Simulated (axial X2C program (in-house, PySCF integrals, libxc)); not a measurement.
# AgC: bond curves with and without spin–orbit coupling, part 2 of 2

Computed with an in-house X2C program for linear molecules on PySCF integrals; all-electron X2C, Ag dyall-cv3z, C dyall-v3z. The steps go on from the part before.

## (16) Correlated methods, 2c

Correlated methods: 15 electrons correlated (frozen shells, counted by type: Ag 4 s, 3 p, 1 d; C 1 s), 249 virtual spinors in MP2, 140 natural virtuals in coupled cluster.

Output of the correlated part at 2.023 Å:

```text
correlated 15  virtual 249  natural virtual 140  E(MP2) -0.507270956  MP2 remainder -0.011213557
iter   CCSD correlation   residual
   1     -0.463626376   1.32e-01
   2     -0.474378582   5.26e-02
   3     -0.477207108   2.89e-02
   4     -0.477551253   1.49e-02
   5     -0.477959888   7.15e-03
   6     -0.478078338   3.10e-03
   7     -0.478067332   1.35e-03
   8     -0.478092325   5.59e-04
   9     -0.478077412   2.53e-04
  10     -0.478080812   1.46e-04
  11     -0.478079355   1.15e-04
  12     -0.478079420   9.51e-05
  13     -0.478079730   6.57e-05
  14     -0.478079741   3.14e-05
  15     -0.478079862   1.53e-05
  16     -0.478080069   7.29e-06
  17     -0.478080075   2.97e-06
(T) -0.021557530  T1 0.0385  D1 0.1221  max T2 0.046
```

MP2: No constants are quoted: the reference changes its character somewhere along the scan, so the fit is set aside.

CCSD: No constants are quoted: the reference changes its character somewhere along the scan, so the fit is set aside.

CCSD(T): No constants are quoted: the reference changes its character somewhere along the scan, so the fit is set aside.

## (17) A higher determinant, 2c

State: Ω = 1/2 (excess of +ω over −ω: ω = 1/2).

Output at the reference distance:

```text
two-component X2C + atomic mean field  PBE0
basis functions 192  fitting functions 915  grid points 5077
iter        total energy     max residual
   1      -5348.834516855     1.53e+01
   2      -5350.636992332     3.16e+00
   3      -5350.768490055     7.87e-01
   4      -5350.778702360     2.12e-01
   5      -5350.787098052     1.47e-01
   6      -5350.789007443     3.62e-02
   7      -5350.790437099     4.80e-02
   8      -5350.790540452     1.58e-02
   9      -5350.790557604     2.09e-03
  10      -5350.790559907     3.07e-03
  11      -5350.790560527     2.11e-04
  12      -5350.790560675     4.16e-04
  13      -5350.790560757     1.83e-04
  14      -5350.790560807     7.47e-05
  15      -5350.790560865     1.93e-04
  16      -5350.790560883     9.76e-05
  17      -5350.790560886     3.14e-05
  18      -5350.790560886     6.46e-06
converged
one-electron -7519.83284749  Coulomb 2253.53348149  exact exchange -38.23842720  xc functional -117.19042239  nuclear repulsion 73.76568140  atomic mean-field constant -2.82802671
```

```csv
R (Å),E above the lowest PBE0 point (eV)
1.760,0.782
1.841,0.511
1.902,0.398
1.962,0.343
2.023,0.332
2.094,0.360
2.165,0.419
2.256,0.527
2.367,0.684
```

Re = 2.011 Å, ωe = 487 cm⁻¹, ωexe = 3.49 cm⁻¹, Be = 0.3864 cm⁻¹, μ = -2.83 D. Te = 0.33 eV.

State: Ω = 1/2 (excess of +ω over −ω: 2 × ω = -1/2, ω = 3/2).

Output at the reference distance:

```text
two-component X2C + atomic mean field  PBE0
basis functions 192  fitting functions 915  grid points 5077
iter        total energy     max residual
   1      -5348.973516242     1.49e+01
   2      -5350.641423226     3.75e+00
   3      -5350.761647793     6.11e-01
   4      -5350.773359746     3.25e-01
   5      -5350.781212490     5.19e-02
   6      -5350.781280262     4.52e-02
   7      -5350.781684967     3.23e-02
   8      -5350.781723604     1.69e-02
   9      -5350.781737047     2.76e-03
  10      -5350.781740997     2.99e-03
  11      -5350.781742014     7.92e-04
  12      -5350.781742384     1.85e-04
  13      -5350.781742496     2.09e-04
  14      -5350.781742520     1.54e-04
  15      -5350.781742522     1.45e-05
converged
one-electron -7519.53902812  Coulomb 2253.32047748  exact exchange -38.26323396  xc functional -117.23761261  nuclear repulsion 73.76568140  atomic mean-field constant -2.82802671
```

```csv
R (Å),E above the lowest PBE0 point (eV)
1.760,1.061
1.841,0.779
1.902,0.658
1.962,0.594
2.023,0.572
2.094,0.584
2.165,0.625
2.256,0.703
2.367,0.818
```

Re = 2.033 Å, ωe = 445 cm⁻¹, ωexe = 5.09 cm⁻¹, Be = 0.3779 cm⁻¹, μ = -3.88 D. Te = 0.57 eV.

## (18) The 2c curves together

Energy (eV) of the followed determinant, 2c, from each level's lowest point:

```csv
R (Å),PBE0,HF (jumps),MP2 (its reference jumps),CCSD (its reference jumps),CCSD(T) (its reference jumps),LDA (jumps),r2SCAN,PBEsol
1.760,0.483,1.128,0.456,n/a,n/a,0.229,0.398,0.302
1.841,0.198,0.633,0.183,0.276,0.237,0.048,0.142,0.087
1.902,0.077,0.377,0.067,0.126,0.102,0.000,0.042,0.016
1.962,0.016,0.199,0.011,0.039,0.028,0.006,0.000,0.000
2.023,0.000,0.086,0.000,0.000,0.000,0.053,0.001,0.026
2.094,0.024,0.017,0.032,0.002,0.012,0.142,0.044,0.092
2.165,0.082,0.000,0.098,0.041,0.060,0.242,0.117,0.186
2.256,0.186,0.035,0.217,0.130,0.157,0.398,0.239,0.330
2.367,0.340,0.133,0.391,n/a,n/a,0.601,0.412,0.523
2.529,0.577,0.330,0.650,n/a,n/a,0.893,0.671,0.794
2.751,0.877,0.590,0.941,n/a,n/a,1.254,0.995,1.124
3.034,1.175,0.758,1.212,n/a,n/a,1.625,1.317,1.465
```

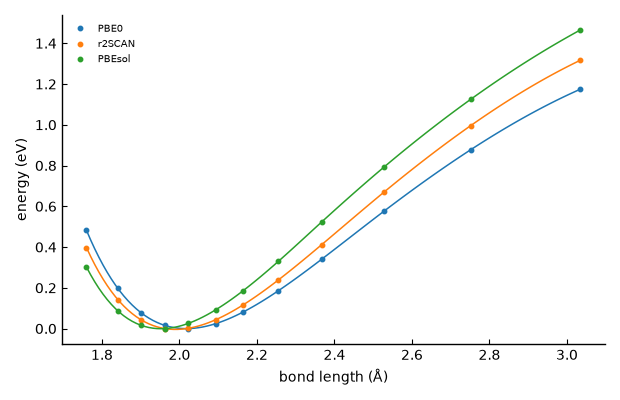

Curves of the followed state, 2c, each from its own lowest point. Left out: HF, MP2, CCSD, CCSD(T), LDA.

Time for the job: 30 min (2 threads of Intel Xeon at 2.50GHz (Skylake/Cascade Lake), shared host); peak memory 2.1 GiB.

## (19) Results

This closing draws on all 2 parts.

Lowest determinant that the search found at its distance, spin-free: M_S = 3/2, Λ = 0 (beyond closed shells: σα, π+α, π-α).

Lowest determinant that the search found at its distance, 2c: Ω = 3/2 (excess of +ω over −ω: ω = 3/2).

```csv
Hamiltonian,level,Re (Å),ωe (cm⁻¹),De (eV),μ (D)
spin-free,PBE0,2.017,489,1.76,-4.03
spin-free,LDA,1.923,575,2.61,-3.33
spin-free,r2SCAN,1.989,511,2.00,-3.65
spin-free,PBEsol,1.952,543,2.29,-3.43
2c,PBE0,2.017,489,1.76,-4.03
2c,r2SCAN,1.990,511,2.00,-3.65
2c,PBEsol,1.952,543,2.29,-3.43
```

Dipoles are positive if C is the positive end. No constants: spin-free HF (the solution changes its character somewhere along the scan, so the fit is set aside); spin-free MP2 (the reference changes its character somewhere along the scan, so the fit is set aside); spin-free CCSD (the reference changes its character somewhere along the scan, so the fit is set aside); spin-free CCSD(T) (the reference changes its character somewhere along the scan, so the fit is set aside); 2c HF (the solution changes its character somewhere along the scan, so the fit is set aside); 2c MP2 (the reference changes its character somewhere along the scan, so the fit is set aside); 2c CCSD (the reference changes its character somewhere along the scan, so the fit is set aside); 2c CCSD(T) (the reference changes its character somewhere along the scan, so the fit is set aside); 2c LDA (the solution changes its character somewhere along the scan, so the fit is set aside).

Time per point (s) on 2 threads of Intel Xeon at 2.50GHz (Skylake/Cascade Lake), shared host (2c runs); the times are rough: PBE0 3.9, r2SCAN 3.6, PBEsol 2.2.

What this shows: At PBE0, going from spin-free to two-component changes Re by 0 mÅ, ωe by -0.1 %; the spin-free picture holds up (part of it comes from the scalar share of the two-electron terms). De moves by 0.00 eV; both De rest on single-determinant atoms, which can miss part of an open shell's spin–orbit lowering.

De refers to Ag + C, each in the lowest determinant found, which need not be this curve's own limit. Each curve is one determinant whose occupation by symmetry is held fixed; it was picked as the lowest of a PBE0 search that is not exhaustive. Dissociation energies refer to the lowest single-determinant-based atoms at the same level and basis. Density functionals use the spin component along the axis (collinear). The meta-GGAs lack a current-density term, which matters for open shells with orbital currents, atoms included. With several unpaired electrons one determinant need not be a pure state. At some level an empty orbital lies below a filled one.
